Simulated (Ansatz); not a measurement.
# FGeH₉O₃Si₃: one species, many methods, part 2 of 2

Ansatz 0.2.0, Gaussian basis; functionals in def2-TZVPP, the program's frozen cores in correlated methods. Earlier steps stand in the parts before.

### 16 ωB97X-V (range-separated)

in.yaml

```yaml
crystal:
  periodic: [false, false, false]
  atoms:
    - {symbol: F, position_ang: [-1.910198, 0.944648, 1.028000]}
    - {symbol: Ge, position_ang: [-0.543425, 0.347381, 0.181987]}
    - {symbol: O, position_ang: [-0.944123, -1.170862, -0.545449]}
    - {symbol: Si, position_ang: [-0.678365, -2.752426, -0.153052]}
    - {symbol: O, position_ang: [-0.135698, 1.502320, -1.036338]}
    - {symbol: Si, position_ang: [-0.161489, 1.507586, -2.686371]}
    - {symbol: O, position_ang: [0.743563, 0.136054, 1.319099]}
    - {symbol: Si, position_ang: [1.340222, 0.967411, 2.614051]}
    - {symbol: H, position_ang: [0.743490, -3.105280, -0.392352]}
    - {symbol: H, position_ang: [-1.555869, -3.564863, -1.027391]}
    - {symbol: H, position_ang: [-1.011211, -2.994952, 1.273792]}
    - {symbol: H, position_ang: [0.746459, 0.459318, -3.218521]}
    - {symbol: H, position_ang: [0.306122, 2.846296, -3.115082]}
    - {symbol: H, position_ang: [-1.538217, 1.262900, -3.185685]}
    - {symbol: H, position_ang: [1.144632, 2.427470, 2.424179]}
    - {symbol: H, position_ang: [0.649137, 0.530962, 3.852322]}
    - {symbol: H, position_ang: [2.786072, 0.655534, 2.707011]}
basis:
  gaussian: {orbitals: def2-TZVPP}
hamiltonian: {xc: {name: wB97X-V}}
output: {orbitals: {seedname: orbitals}}
```

Launch:

```sh
ansatz run in.yaml --threads 4 --pin off --events-out ev --progress --plain --max-ram 66560MiB --backend cuda --devices 0, --max-vram 37GiB
```

The program printed, shortened:

```text
Functional definition: wB97X-V
  name "wB97X-V"
  cite "Mardirossian & Head-Gordon, Phys. Chem. Chem. Phys. 16, 9904 (2014) doi:10.1039/C3CP54374A"
  cite "Becke, J. Chem. Phys. 107, 8554 (1997) doi:10.1063/1.475007"
  cite "Vydrov & Van Voorhis, J. Chem. Phys. 133, 244103 (2010) doi:10.1063/1.3521275"
[...]
      + integral(e_c_pw_opposite_spin*poly(b97_u_opposite, cos0, cos1)) + vv10(b, c)
2402 factors; their error is unknown
513 factors; integrals over basis functions are off by at most 1.0e-5 eV
[...]
mean field -89155.26730344 eV, -3276.3956417907 hartree, gradient 5.9e-5 eV, S^2 0.000000; 0 other end points of the search recorded, 0 dependent functions left out
reference -89155.26730012 eV, -3276.3956416687 hartree; 58, 58 occupied and 366, 366 virtual orbitals, 2402 factors
Total energy: -89155.26730012 eV, -3276.3956416687 hartree
```

Wall time 3.5 s (1 × H100 (card shared with other runs) with 4 threads of AMD EPYC 7R13, shared host); peak host memory 1 GiB.

Atomisation energy: 62.064 eV (free atoms -89093.203 eV, run apart). HOMO -11.57 eV, LUMO 1.03 eV.

### 17 ωB97M-V (range-separated)

Edit in.yaml of step 16 so:

```diff
@@ -22,3 +22,3 @@
   gaussian: {orbitals: def2-TZVPP}
-hamiltonian: {xc: {name: wB97X-V}}
-output: {orbitals: {seedname: orbitals}}
+hamiltonian: {xc: {name: wB97M-V}}
+output: {forces: true, orbitals: {seedname: orbitals}}
```

Launched as before.

The program printed, shortened:

```text
Functional definition: wB97M-V
  name "wB97M-V"
  cite "Mardirossian & Head-Gordon, J. Chem. Phys. 144, 214110 (2016) doi:10.1063/1.4952647"
  cite "Becke, J. Chem. Phys. 107, 8554 (1997) doi:10.1063/1.475007"
  cite "Vydrov & Van Voorhis, J. Chem. Phys. 133, 244103 (2010) doi:10.1063/1.3521275"
  # Of w^i u^j: cxij and so on, Table III.
[...]
  gx(w, u) = 1 - cx + cx01*u + cx10*w
[...]
Atom 13 at    -1.538217     1.262900    -3.185685 Å, force     0.165284     0.024655     0.065277 eV/Å
Atom 14 at     1.144632     2.427470     2.424179 Å, force     0.015741    -0.173114     0.014121 eV/Å
Atom 15 at     0.649137     0.530962     3.852322 Å, force     0.081781     0.055326    -0.152118 eV/Å
Atom 16 at     2.786072     0.655534     2.707011 Å, force    -0.178283     0.042276    -0.008127 eV/Å
Dipole moment:     0.219215    -0.128059    -0.071145 e Å
```

It took 3.9 s on 1 × H100 (card shared with other runs) with 4 threads of AMD EPYC 7R13, shared host; peak host memory 1.2 GiB.

With the free atoms at this level, -89097.893 eV in sum, the atomisation energy is 61.558 eV. HOMO -11.42 eV, LUMO 0.73 eV.

### 18 B2PLYP (double hybrid)

Edit in.yaml of step 17 so:

```diff
@@ -22,3 +22,2 @@
   gaussian: {orbitals: def2-TZVPP}
-hamiltonian: {xc: {name: wB97M-V}}
-output: {forces: true, orbitals: {seedname: orbitals}}
+hamiltonian: {xc: {name: B2PLYP}}
```

The command is unchanged.

The program printed, shortened:

```text
Functional definition: B2PLYP
  name "B2PLYP"
  cite "Grimme, J. Chem. Phys. 124, 034108 (2006) doi:10.1063/1.2148954"
  cite "Becke, Phys. Rev. A 38, 3098 (1988) doi:10.1103/PhysRevA.38.3098"
  cite "Lee, Yang & Parr, Phys. Rev. B 37, 785 (1988) doi:10.1103/PhysRevB.37.785"
[...]
2534 factors; integrals over basis functions are off by at most 1.3e-3 eV
[...]
mean field -89128.05219024 eV, -3275.3955048279 hartree, gradient 8.2e-6 eV, S^2 0.000000; 0 other end points of the search recorded, 0 dependent functions left out
28 core orbitals not correlated: weight in the atoms' cores, before any rotation towards them, 1.000 or more for the frozen orbitals, at most 0.000 for the correlated occupied ones
reference -89128.05244206 eV, -3275.3955140821 hartree; 30, 30 occupied and 366, 366 virtual orbitals, 2534 factors
second order -51.52724785 eV of doubles, -0.00000000 eV of singles
Total energy: -89141.96479898 eV, -3275.9067837687 hartree
```

Wall time 3.3 s (1 × H100 (card shared with other runs) with 4 threads of AMD EPYC 7R13, shared host); peak host memory 1.9 GiB.

Atomisation energy: 60.807 eV (free atoms -89081.158 eV, run apart).

### 19 PBE-QIDH (double hybrid)

Edit in.yaml of step 18 so:

```diff
@@ -22,2 +22,2 @@
   gaussian: {orbitals: def2-TZVPP}
-hamiltonian: {xc: {name: B2PLYP}}
+hamiltonian: {xc: {name: PBE-QIDH}}
```

Launched as before.

The program printed, shortened:

```text
Functional definition: PBE-QIDH
  name "PBE-QIDH"
  cite "Brémond, Sancho-García, Pérez-Jiménez & Adamo, J. Chem. Phys. 141, 031101 (2014) doi:10.1063/1.4890314"
  cite "Perdew, Burke & Ernzerhof, Phys. Rev. Lett. 77, 3865 (1996) doi:10.1103/PhysRevLett.77.3865"
[...]
2534 factors; integrals over basis functions are off by at most 1.3e-3 eV
[...]
mean field -89107.96885104 eV, -3274.6574557251 hartree, gradient 3.4e-6 eV, S^2 0.000000; 0 other end points of the search recorded, 0 dependent functions left out
28 core orbitals not correlated: weight in the atoms' cores, before any rotation towards them, 1.000 or more for the frozen orbitals, at most 0.000 for the correlated occupied ones
reference -89107.96887137 eV, -3274.6574564721 hartree; 30, 30 occupied and 366, 366 virtual orbitals, 2534 factors
second order -47.88203561 eV of doubles, -0.00000000 eV of singles
Total energy: -89123.92954990 eV, -3275.2440005897 hartree
```

It took 3.8 s on 1 × H100 (card shared with other runs) with 4 threads of AMD EPYC 7R13, shared host; peak host memory 1.9 GiB.

Atomisation energy: 60.690 eV (free atoms -89063.240 eV, run apart).

### 20 Orbital energies across the functionals

Dipoles come from the runs that computed forces. Levels, from each run's orbital file:

| functional | HOMO (eV) | LUMO (eV) | gap (eV) | dipole (D) |
| --- | --- | --- | --- | --- |
| LDA (SPW92) | -7.71 | -2.34 | 5.37 |  |
| PBE-D4 | -7.63 | -2.02 | 5.60 | 1.21 |
| revPBE-D4 | -7.58 | -1.87 | 5.71 |  |
| BLYP-D4 | -7.54 | -1.91 | 5.62 |  |
| r2SCAN-D4 | -8.01 | -1.65 | 6.36 | 1.24 |
| B97M-V | -8.14 | -1.88 | 6.26 |  |
| PBE0-D4 | -9.10 | -1.03 | 8.07 |  |
| B3LYP-D4 | -8.89 | -1.30 | 7.59 | 1.29 |
| r2SCANh-D4 | -8.55 | -1.31 | 7.24 |  |
| r2SCAN0-D4 | -9.36 | -0.81 | 8.55 |  |
| HSE06-D4 | -8.70 | -1.41 | 7.29 |  |
| BHLYP-D4 | -10.52 | -0.07 | 10.45 |  |
| CAM-B3LYP-D4 | -10.54 | -0.04 | 10.50 |  |
| LC-ωPBE | -11.90 | 1.23 | 13.13 |  |
| ωB97X-V | -11.57 | 1.03 | 12.60 |  |
| ωB97M-V | -11.42 | 0.73 | 12.15 | 1.27 |

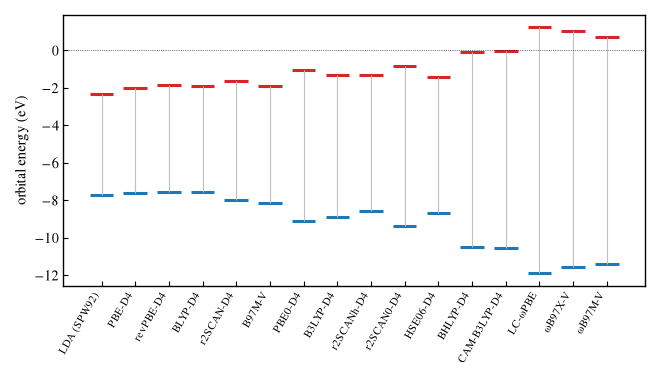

Highest occupied (blue) and lowest empty (red) level by functional.

### 21 CCSD(T) in def2-SVP

Edit in.yaml of step 19 so:

```diff
@@ -21,3 +21,3 @@
 basis:
-  gaussian: {orbitals: def2-TZVPP}
-hamiltonian: {xc: {name: PBE-QIDH}}
+  gaussian: {orbitals: def2-SVP}
+correlation: {method: ccsd_t}
```

Launched as before.

The program printed, shortened:

```text
Functional definition: HF
  name "HF"
  cite "Fock, Z. Phys. 61, 126 (1930) doi:10.1007/BF01340294"
  parent pbe
[...]
1777 factors; integrals over basis functions are off by at most 1.1e-3 eV
[...]
mean field -89005.28802735 eV, -3270.8840050541 hartree, gradient 2.5e-6 eV, S^2 0.000000; 0 other end points of the search recorded, 0 dependent functions left out
28 core orbitals not correlated: weight in the atoms' cores, before any rotation towards them, 1.000 or more for the frozen orbitals, at most 0.000 for the correlated occupied ones
reference -89005.28802735 eV, -3270.8840050541 hartree; 30, 30 occupied and 129, 129 virtual orbitals, 1777 factors
second order -34.03161631 eV of doubles, -0.00000000 eV of singles
cycle   1  -34.45852876 eV  change   -4.3e-1 eV  update   1.5e-1
[...]
cycle   9  -35.69661562 eV  change   -1.2e-5 eV  update   2.0e-5
perturbative correction -0.80782575 eV, -0.0296870488 hartree
Total energy: -89041.79246872 eV, -3272.2255185308 hartree
```

Wall time 3.1 s (1 × H100 (card shared with other runs) with 4 threads of AMD EPYC 7R13, shared host); peak host memory 0.8 GiB.

### 22 CCSD(T) in def2-TZVPP

Edit in.yaml of step 21 so:

```diff
@@ -21,3 +21,4 @@
 basis:
-  gaussian: {orbitals: def2-SVP}
+  gaussian: {orbitals: def2-TZVPP}
 correlation: {method: ccsd_t}
+output: {orbitals: {seedname: orbitals}}
```

Launched as before.

The program printed, shortened:

```text
Functional definition: HF
  name "HF"
  cite "Fock, Z. Phys. 61, 126 (1930) doi:10.1007/BF01340294"
  parent pbe
[...]
2534 factors; integrals over basis functions are off by at most 1.3e-3 eV
[...]
mean field -89032.83959085 eV, -3271.8965063375 hartree, gradient 4.3e-6 eV, S^2 0.000000; 0 other end points of the search recorded, 0 dependent functions left out
28 core orbitals not correlated: weight in the atoms' cores, before any rotation towards them, 1.000 or more for the frozen orbitals, at most 0.000 for the correlated occupied ones
reference -89032.83959085 eV, -3271.8965063375 hartree; 30, 30 occupied and 366, 366 virtual orbitals, 2534 factors
second order -42.60403671 eV of doubles, -0.00000000 eV of singles
cycle   1  -42.67824134 eV  change   -7.4e-2 eV  update   1.5e-1
[...]
cycle   9  -44.08661076 eV  change   -3.9e-5 eV  update   3.0e-5
perturbative correction -1.50618058 eV, -0.0553511156 hartree
Total energy: -89078.43238220 eV, -3273.5720105156 hartree
```

Wall time 18 s (1 × H100 (card shared with other runs) with 4 threads of AMD EPYC 7R13, shared host); peak host memory 0.91 GiB.

### 23 MP2 in def2-QZVPP

Edit in.yaml of step 22 so:

```diff
@@ -21,4 +21,3 @@
 basis:
-  gaussian: {orbitals: def2-TZVPP}
-correlation: {method: ccsd_t}
-output: {orbitals: {seedname: orbitals}}
+  gaussian: {orbitals: "def2-QZVPP.json"}
+correlation: {method: mp2}
```

The command is unchanged.

The program printed, shortened:

```text
Functional definition: HF
  name "HF"
  cite "Fock, Z. Phys. 61, 126 (1930) doi:10.1007/BF01340294"
  parent pbe
[...]
4838 factors; integrals over basis functions are off by at most 8.9e-4 eV
[...]
mean field -89035.22451811 eV, -3271.9841507977 hartree, gradient 2.3e-6 eV, S^2 0.000000; 0 other end points of the search recorded, 0 dependent functions left out
28 core orbitals not correlated: weight in the atoms' cores, before any rotation towards them, 1.000 or more for the frozen orbitals, at most 0.000 for the correlated occupied ones
reference -89035.22451811 eV, -3271.9841507977 hartree; 30, 30 occupied and 739, 739 virtual orbitals, 4838 factors
second order -52.70577344 eV of doubles, -0.00000000 eV of singles
Total energy: -89087.93029155 eV, -3273.9210522465 hartree
```

Run time: 6.5 s. Hardware: 1 × H100 (card shared with other runs) with 4 threads of AMD EPYC 7R13, shared host; peak host memory 1.4 GiB.

Energy pieces by basis (eV):

| basis | HF | MP2 correlation | CCSD correlation | (T) | total |
| --- | --- | --- | --- | --- | --- |
| def2-SVP | -89005.2880 | -34.0316 | -35.6966 | -0.8078 | -89041.7925 |
| def2-TZVPP | -89032.8396 | -42.6040 | -44.0866 | -1.5062 | -89078.4324 |
| def2-QZVPP | -89035.2245 | -52.7058 |  |  | -89087.9303 (MP2) |

The report of the def2-TZVPP run gives T1 = 0.0122.

### 24 Extrapolating to the complete basis

This step is arithmetic on the last runs, with X = 3 and 4: exp(−7.88√X) for Hartree-Fock, X^−2.97 for correlation; only MP2 was run in the larger set, so CCSD(T) minus MP2 is added from the smaller one.

| level | energy at the limit (eV) |
| --- | --- |
| HF | -89035.5530 |
| MP2 | -89095.7416 |
| CCSD | -89097.2241 |
| CCSD(T) | -89098.7303 |

This is no true limit for total energies: MP2 correlation changes by a factor of 1.24 from triple to quadruple zeta (about 1.07 in light molecules), because outer-core shells are correlated in sets not made for them. Much of that cancels between molecule and atoms or ions.

### 25 RPA on PBE orbitals

Edit in.yaml of step 23 so:

```diff
@@ -21,3 +21,4 @@
 basis:
-  gaussian: {orbitals: "def2-QZVPP.json"}
-correlation: {method: mp2}
+  gaussian: {orbitals: def2-TZVPP}
+hamiltonian: {xc: pbe}
+correlation: {method: rpa}
```

The command is unchanged.

The program printed, shortened:

```text
Functional definition: PBE
  name "PBE"
  cite "Perdew, Burke & Ernzerhof, Phys. Rev. Lett. 77, 3865 (1996) doi:10.1103/PhysRevLett.77.3865"
  parent pbe
[...]
2534 factors; integrals over basis functions are off by at most 1.3e-3 eV
[...]
mean field -89136.17118962 eV, -3275.6938725516 hartree, gradient 3.1e-6 eV, S^2 0.000000; 0 other end points of the search recorded, 0 dependent functions left out
28 core orbitals not correlated: weight in the atoms' cores, before any rotation towards them, 1.000 or more for the frozen orbitals, at most 0.000 for the correlated occupied ones
reference -89029.05125207 eV, -3271.7572874551 hartree; 30, 30 occupied and 366, 366 virtual orbitals, 2534 factors
Total energy: -89098.13631472 eV, -3274.2961166800 hartree
```

It took 5.5 s on 1 × H100 (card shared with other runs) with 4 threads of AMD EPYC 7R13, shared host; peak host memory 1.9 GiB.

RPA correlation: -69.085 eV. No RPA run of the hydrogen atom was made, so RPA has no atomisation energy below.

### 26 All levels against the reference

Atomisation energy = energies of 1 F, 1 Ge, 3 O, 3 Si, 9 H (separate runs, same level) minus the molecule's; electronic only, no spin-orbit term.

Differences are taken before rounding.

| method | rung | atoms, summed (eV) | atomisation energy (eV) | from CCSD(T)/CBS (eV) | time |
| --- | --- | --- | --- | --- | --- |
| LDA (SPW92) | LDA | -88854.137 | 69.255 | +7.214 | 2.9 s |
| PBE-D4 | GGA | -89075.524 | 61.136 | -0.905 | 3.7 s |
| revPBE-D4 | GGA | -89095.329 | 59.703 | -2.338 | 2.7 s |
| BLYP-D4 | GGA | -89106.629 | 60.899 | -1.141 | 3.2 s |
| r2SCAN-D4 | meta-GGA | -89099.057 | 61.549 | -0.491 | 5.5 s |
| B97M-V | meta-GGA | -89085.835 | 61.718 | -0.323 | 7 s |
| PBE0-D4 | hybrid | -89080.416 | 60.319 | -1.722 | 5.5 s |
| B3LYP-D4 | hybrid | -89109.664 | 61.164 | -0.876 | 7 s |
| r2SCANh-D4 | hybrid | -89098.667 | 61.106 | -0.934 | 6 s |
| r2SCAN0-D4 | hybrid | -89098.118 | 60.479 | -1.562 | 4.9 s |
| HSE06-D4 | hybrid | -89079.451 | 60.348 | -1.693 | 5.5 s |
| BHLYP-D4 | hybrid | -89103.628 | 59.869 | -2.172 | 4.3 s |
| CAM-B3LYP-D4 | range-separated | -89107.078 | 61.841 | -0.199 | 3.5 s |
| LC-ωPBE | range-separated | -89086.277 | 60.800 | -1.240 | 4.4 s |
| ωB97X-V | range-separated | -89093.203 | 62.064 | +0.024 | 3.5 s |
| ωB97M-V | range-separated | -89097.893 | 61.558 | -0.482 | 3.9 s |
| B2PLYP | double hybrid | -89081.158 | 60.807 | -1.234 | 3.3 s |
| PBE-QIDH | double hybrid | -89063.240 | 60.690 | -1.351 | 3.8 s |
| HF/def2-TZVPP | wavefunction | -88987.505 | 45.335 | -16.706 |  |
| MP2/def2-TZVPP | wavefunction | -89013.983 | 61.461 | -0.580 |  |
| CCSD/def2-TZVPP | wavefunction | -89017.344 | 59.582 | -2.459 |  |
| CCSD(T)/def2-SVP | wavefunction | -88984.672 | 57.121 | -4.920 | 3.1 s |
| CCSD(T)/def2-TZVPP | wavefunction | -89018.046 | 60.386 | -1.654 | 18 s |
| MP2/CBS | wavefunction | -89032.626 | 63.115 | +1.074 |  |
| CCSD(T)/CBS | wavefunction | -89036.690 | 62.041 | 0 | 25 s |

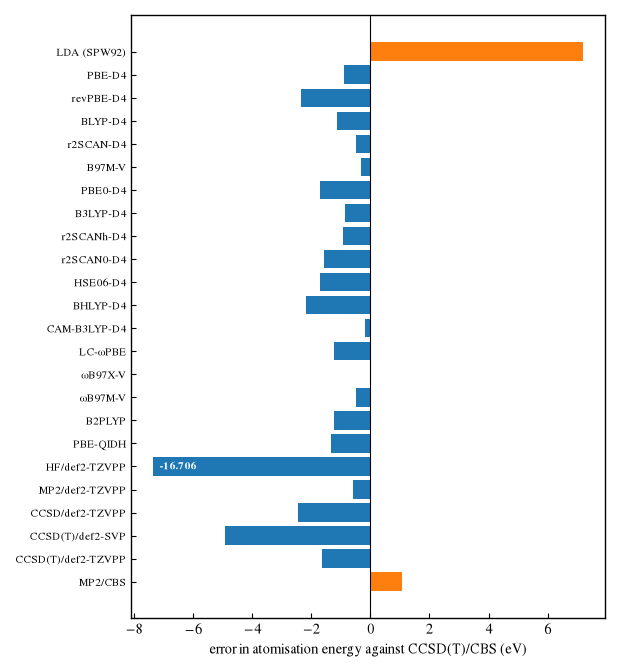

Deviations from CCSD(T)/CBS, method by method. Bars with a number in them are cut short.

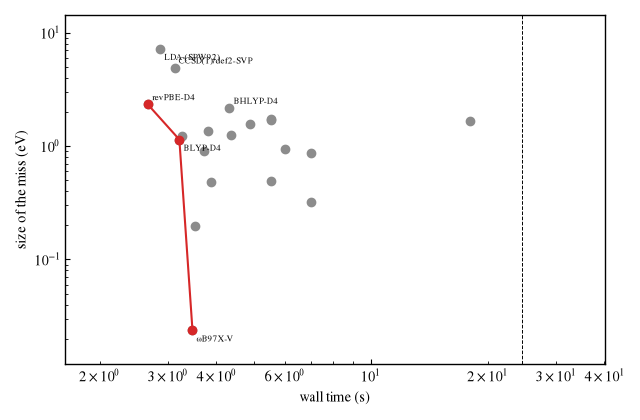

Miss against cost. Red marks the levels that no quicker level drawn beats (of those quicker than the yardstick), and the dashed line is the time of CCSD(T)/CBS. Only those levels and the largest misses are named. Times are from a shared host. Runs this short are mostly start-up, so their order is noise.

LDA (SPW92), LC-ωPBE, B2PLYP, PBE-QIDH carry no dispersion term (for B3LYP, D4 adds 0.782 eV).

Times are those of the molecule's run; HF, MP2 and CCSD come out of the CCSD(T) runs, and the limit's time is the sum of the runs that it needs.

### 27 Outcome

What follows sums up all 2 parts.

```
                               quantity                                              value
        atomisation energy, CCSD(T)/CBS                                          62.041 eV
    functionals within 0.620 eV (1.0 %)  r2SCAN-D4, B97M-V, CAM-B3LYP-D4, ωB97X-V, ωB97M-V
                    farthest beyond LDA                              revPBE-D4 (-2.338 eV)
                mean size of error, GGA                                           1.461 eV
           mean size of error, meta-GGA                                           0.407 eV
             mean size of error, hybrid                                           1.493 eV
    mean size of error, range-separated                                           0.486 eV
      mean size of error, double hybrid                                           1.292 eV
              gap, smallest and largest          5.37 eV (LDA (SPW92)), 13.13 eV (LC-ωPBE)
                          T1 diagnostic                                             0.0122
triples share of the correlation energy                                              3.3 %
```

In words: The LDA atomisation energy is off by 7.214 eV (12 %): it overbinds. PBE-D4 misses by -0.905 eV. Double hybrids carry the basis error of their MP2 part in triple zeta, and no dispersion term here, so their miss is partly the set-up's. The rungs meta-GGA, range-separated miss on average by less than the doubt on the reference (0.620 eV), so they tie. Misses under about 0.620 eV are within the doubt on the reference itself, which lacks core-valence correlation, relativity and higher excitations, and its outer-core shells are covered unevenly. Hartree-Fock recovers 73 % of the binding; the rest is correlation. CCSD(T) in def2-SVP is off by -4.920 eV, worse than the median functional, from the basis alone. The gap grows from 5.4 to 13.1 eV across the functionals, mostly with the share of exact exchange. Correlated methods include outer-core shells of Ge, which these sets cover unevenly.

ωB97X-V reaches 0.024 eV from the reference in 3.5 s, where CCSD(T)/CBS took 25 s.
